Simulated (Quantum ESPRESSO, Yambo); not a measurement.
# SnO2 (Cassiterite): G0W0 in Yambo against the screening cutoff, part 2 of 2

How does the gap of SnO2 (Cassiterite) converge in the screening cutoff?

Yambo 5.3.0; PBE and many-body steps on it, plane waves. Known limits of the many-body steps: not at the basis limit; no spin-orbit coupling; coarse k mesh.

So far. Step 2 (1.75 Ha): The gap on the mesh goes from 1.29 eV to 2.74 eV, a correction of +1.45 eV. Step 3 (2.75 Ha): Against the run before, the gap moves by +0.003 eV.

### Step 4. 5.5 Ha

Level of this step: G0W0 on PBE, plane waves, norm-conserving pseudopotentials (Yambo).

Input file gw9.in:

```
HF_and_locXC
gw0
dyson
ppa
em1d
rim_cut
RandQpts= 1000000
RandGvec= 1 RL
EXXRLvcs= 84 Ry
VXCRLvcs= 336 Ry
Chimod= "HARTREE"
% BndsRnXp
 1 | 88 |
%
NGsBlkXp= 11 Ry
% LongDrXp
 1 | 1 | 1 |
%
% GbndRnge
 1 | 88 |
%
DysSolver= "n"
ExtendOut
PPAPntXp= 27.21138 eV
% QPkrange
 1 | 1 | 33 | 36 |
%
```

Command:

```sh
$ OMP_NUM_THREADS=2 mpirun -n 4 yambo -F gw9.in -J gw9 -C gw9 > gw9.log
```

The program printed:

```text
 Yambo, version 5.3.0

 [02] CORE Variables Setup
 =========================

  [... cell, symmetries and grids as in the set-up ...]

  [02.05] Energies & Occupations
  ==============================

  [X] === General ===
  [X] Electronic Temperature                        :  0.000000  0.000000 [eV K]
  [X] Bosonic    Temperature                        :  0.000000  0.000000 [eV K]
  [X] Finite Temperature mode                       : no
  [X] El. density                                   :  0.95062E+24 [cm-3]
[...]
Sx RL components                                 :   6281

   QP @ state[ 1 ] K range                          :  1  1
   QP @ state[ 1 ] b range                          :   33   36
   GF energies kind                                 : Perdew, Burke & Ernzerhof(X)+Perdew, Burke & Ernzerhof(C)
   GF WF`s kind                                     : Perdew, Burke & Ernzerhof(X)+Perdew, Burke & Ernzerhof(C)
   Xs energies kind                                 : Perdew, Burke & Ernzerhof(X)+Perdew, Burke & Ernzerhof(C)
   Xs WF`s kind                                     : Perdew, Burke & Ernzerhof(X)+Perdew, Burke & Ernzerhof(C)

 [11] Game Over & Game summary
```

It took 2.3 min on 4 MPI ranks of Arm Neoverse V2, shared host; peak memory 4 GiB.

Numbers from this step:

```yaml
g0w0_gap_on_the_points_computed: 2.810 eV
starting_gap_on_the_mesh: 1.289 eV
k_of_the_valence_top: 0, 0, 0
k_of_the_conduction_bottom: 0, 0, 0
least_direct_g0w0_gap_on_the_computed_points: 2.810 eV
```

Against the run before, the gap moves by +0.070 eV.

### Step 5. 7 Ha

Input file gw10.in:

```
HF_and_locXC
gw0
dyson
ppa
em1d
rim_cut
RandQpts= 1000000
RandGvec= 1 RL
EXXRLvcs= 84 Ry
VXCRLvcs= 336 Ry
Chimod= "HARTREE"
% BndsRnXp
 1 | 88 |
%
NGsBlkXp= 14 Ry
% LongDrXp
 1 | 1 | 1 |
%
% GbndRnge
 1 | 88 |
%
DysSolver= "n"
ExtendOut
PPAPntXp= 27.21138 eV
% QPkrange
 1 | 1 | 33 | 36 |
%
```

Command:

```sh
$ OMP_NUM_THREADS=2 mpirun -n 4 yambo -F gw10.in -J gw10 -C gw10 > gw10.log
```

The program printed:

```text
 Yambo, version 5.3.0

 [02] CORE Variables Setup
 =========================

  [... cell, symmetries and grids as in the set-up ...]

  [02.05] Energies & Occupations
  ==============================

  [X] === General ===
  [X] Electronic Temperature                        :  0.000000  0.000000 [eV K]
  [X] Bosonic    Temperature                        :  0.000000  0.000000 [eV K]
  [X] Finite Temperature mode                       : no
  [X] El. density                                   :  0.95062E+24 [cm-3]
[...]
Sx RL components                                 :   6281

   QP @ state[ 1 ] K range                          :  1  1
   QP @ state[ 1 ] b range                          :   33   36
   GF energies kind                                 : Perdew, Burke & Ernzerhof(X)+Perdew, Burke & Ernzerhof(C)
   GF WF`s kind                                     : Perdew, Burke & Ernzerhof(X)+Perdew, Burke & Ernzerhof(C)
   Xs energies kind                                 : Perdew, Burke & Ernzerhof(X)+Perdew, Burke & Ernzerhof(C)
   Xs WF`s kind                                     : Perdew, Burke & Ernzerhof(X)+Perdew, Burke & Ernzerhof(C)

 [11] Game Over & Game summary
```

The job ended after 3.2 min (4 MPI ranks; peak memory 4 GiB).

Numbers from this step:

* G0W0 gap on the points computed: 2.828 eV
* starting gap on the mesh: 1.289 eV
* k of the valence top: 0, 0, 0
* k of the conduction bottom: 0, 0, 0
* least direct G0W0 gap on the computed points: 2.828 eV

Against the run before, the gap moves by +0.018 eV.

### Step 6. 8.75 Ha

Input file gw11.in:

```
HF_and_locXC
gw0
dyson
ppa
em1d
rim_cut
RandQpts= 1000000
RandGvec= 1 RL
EXXRLvcs= 84 Ry
VXCRLvcs= 336 Ry
Chimod= "HARTREE"
% BndsRnXp
 1 | 88 |
%
NGsBlkXp= 17.5 Ry
% LongDrXp
 1 | 1 | 1 |
%
% GbndRnge
 1 | 88 |
%
DysSolver= "n"
ExtendOut
PPAPntXp= 27.21138 eV
% QPkrange
 1 | 1 | 33 | 36 |
%
```

Command:

```sh
$ OMP_NUM_THREADS=2 mpirun -n 4 yambo -F gw11.in -J gw11 -C gw11 > gw11.log
```

The program printed:

```text
 Yambo, version 5.3.0

 [02] CORE Variables Setup
 =========================

  [... cell, symmetries and grids as in the set-up ...]

  [02.05] Energies & Occupations
  ==============================

  [X] === General ===
  [X] Electronic Temperature                        :  0.000000  0.000000 [eV K]
  [X] Bosonic    Temperature                        :  0.000000  0.000000 [eV K]
  [X] Finite Temperature mode                       : no
  [X] El. density                                   :  0.95062E+24 [cm-3]
[...]
Sx RL components                                 :   6281

   QP @ state[ 1 ] K range                          :  1  1
   QP @ state[ 1 ] b range                          :   33   36
   GF energies kind                                 : Perdew, Burke & Ernzerhof(X)+Perdew, Burke & Ernzerhof(C)
   GF WF`s kind                                     : Perdew, Burke & Ernzerhof(X)+Perdew, Burke & Ernzerhof(C)
   Xs energies kind                                 : Perdew, Burke & Ernzerhof(X)+Perdew, Burke & Ernzerhof(C)
   Xs WF`s kind                                     : Perdew, Burke & Ernzerhof(X)+Perdew, Burke & Ernzerhof(C)

 [11] Game Over & Game summary
```

Run time: 6.1 min. Hardware: 4 MPI ranks; peak memory 4 GiB; 44 min of CPU time.

This step gave:

| Item | Value |
| --- | --- |
| G0W0 gap on the points computed | 2.838 eV |
| starting gap on the mesh | 1.289 eV |
| k of the valence top | 0, 0, 0 |
| k of the conduction bottom | 0, 0, 0 |
| least direct G0W0 gap on the computed points | 2.838 eV |

Against the run before, the gap moves by +0.011 eV.

### Step 7. Side by side

Times are wall times on 4 MPI ranks of Arm Neoverse V2, shared host, good to a factor of about two.

| run | mesh | bands | screening cutoff (eV) | DFT gap (eV) | gap on the mesh (eV) | direct (eV) | time |
| --- | --- | --- | --- | --- | --- | --- | --- |
| 1.75 Ha | 4×4×4 | 88 | 47.6 | 1.289 | 2.736 | 2.736 | 83 s |
| 2.75 Ha | 4×4×4 | 88 | 74.8 | 1.289 | 2.740 | 2.740 | 93 s |
| 5.5 Ha | 4×4×4 | 88 | 149.7 | 1.289 | 2.810 | 2.810 | 2.3 min |
| 7 Ha | 4×4×4 | 88 | 190.5 | 1.289 | 2.828 | 2.828 | 3.2 min |
| 8.75 Ha | 4×4×4 | 88 | 238.1 | 1.289 | 2.838 | 2.838 | 6.1 min |

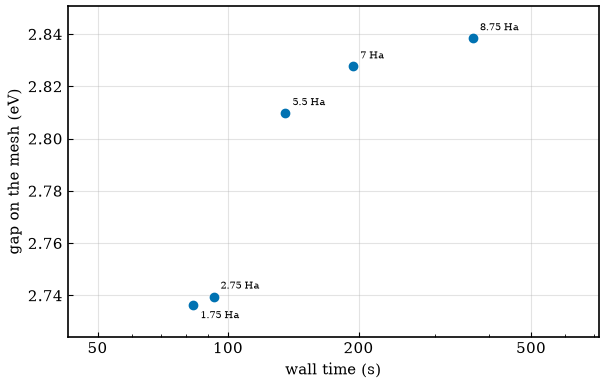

Result against wall time.

### Step 8. What came out

```
1.75 Ha      : 2.736 eV
2.75 Ha      : 2.740 eV
5.5 Ha       : 2.810 eV
7 Ha         : 2.828 eV
8.75 Ha      : 2.838 eV
known limits : not at the basis limit; no spin-orbit coupling; coarse k mesh
```

The setting moved: screening cutoff. From 1.75 Ha to 8.75 Ha the gap moves by +0.10 eV, for 4.4 times the time. The last step still moves it by +0.011 eV. Bands and screening cutoff are coupled, so a series along one setting does not show full convergence. Bands and cutoff are finite, so the gap is not at the basis limit. The miss can reach some tenths of an eV and take either sign; the mesh is an error of its own. In the G0W0 runs levels were corrected at 1 k point alone, so a gap called «on the mesh» is the least over those, and an edge elsewhere would be missed. The 4×4×4 mesh is coarse for this cell, which bears on the long-range parts of exchange and screening. The many-body steps are scalar-relativistic: spin-orbit coupling is not in them.

[Paths, hosts, dates, memory and timing lines, banners, echoed tables and standing remarks are left out of the program output.]

[Logs are printed without paths, hosts, clocks, repeated set-up lines and the standing remarks that a program may print on its own settings, such as how far it seeks lower states.]

[Runs of the session that timed out or met a known fault of the program may be left out.]

[Hosts, paths, dates, database ids (printed as entryN), source tags and the programs' standing remarks are cut or masked in the printed files.]
